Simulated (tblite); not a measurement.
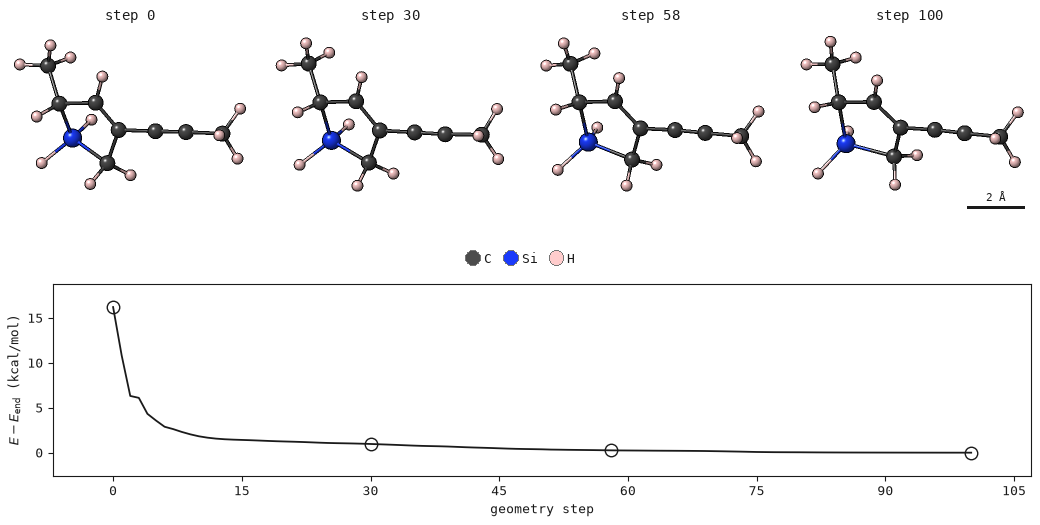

Frames of a relaxation of C8H12Si, marked on the history of the run. A ball-and-stick model, seen at a tilt.

Level of theory: GFN2-xTB geometry optimisation, gas phase (tblite 0.8.0). 

> Describe the path.

Over 100 geometry steps the energy falls by 16.2 kcal/mol. An H atom moves most after the best rigid fit: 0.98 Å. By element the largest moves are H 0.98 Å, C 0.43 Å, Si 0.34 Å. Some distances before and after: C–C 1.481 → 1.412 Å, C–C 1.268 → 1.333 Å, C–Si 1.859 → 1.917 Å, C–H 1.132 → 1.081 Å. Among the angles between lasting bonds that change: H–C–H 115.0° → 106.2°, Si–C–H 105.8° → 113.3°, C–C–Si 97.8° → 104.3°. Groups turn about C–Si by about 30°, C–Si by about 30°, C–C by about 25°. From step 0 to 30: an H atom moves most (0.26 Å), energy −15.3 kcal/mol. From step 30 to 58: an H atom moves most (0.42 Å), energy −0.71 kcal/mol. From step 58 to 100: an H atom moves most (0.41 Å), energy −0.26 kcal/mol.
